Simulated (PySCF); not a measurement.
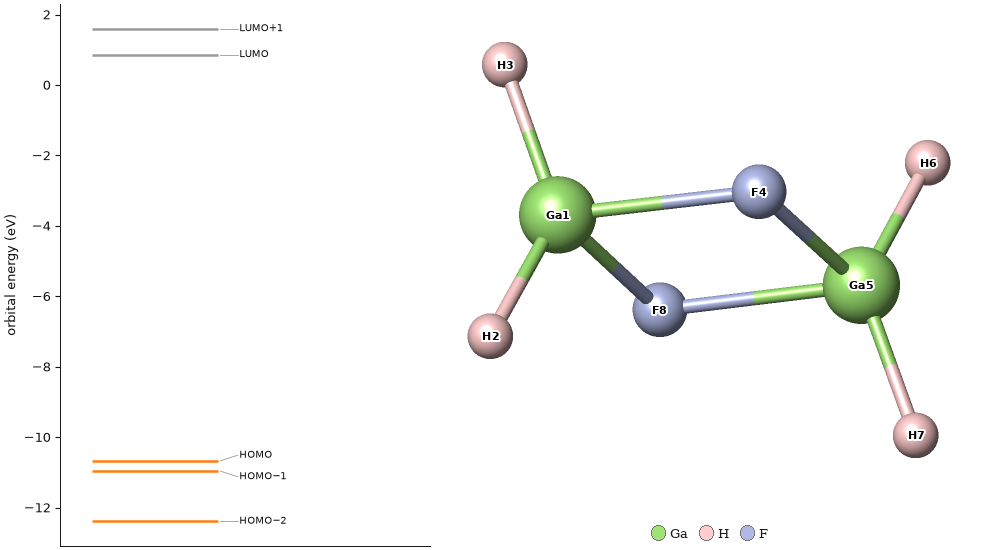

Ga₂H₄F₂, singlet. Kohn-Sham orbital energies near the frontier, ωB97X-D/def2-SVPD, PySCF 2.14.0, at a PBE0-D3(BJ)/def2-SVP geometry (no frequency check), isolated molecule; empty levels in grey, levels within 0.03 eV side by side.

Q: Where do the frontier orbitals lie?

A: HOMO at −10.67 eV, LUMO at 0.86 eV, 11.53 eV apart.

Q: List the levels with the atoms that carry most of them (a dash for levels above zero or within 0.03 eV of another, where shares mean little).

A:
```csv
orbital,energy (eV),Löwdin shares
LUMO+1,1.60,–
LUMO,0.86,–
HOMO,−10.67,"Ga1 18 %, Ga5 18 %, H3 13 %"
HOMO−1,−10.97,"Ga5 21 %, Ga1 21 %, H7 14 %"
HOMO−2,−12.39,"Ga5 17 %, Ga1 17 %, F4 15 %"
```

Note: empty levels above zero depend strongly on the basis.
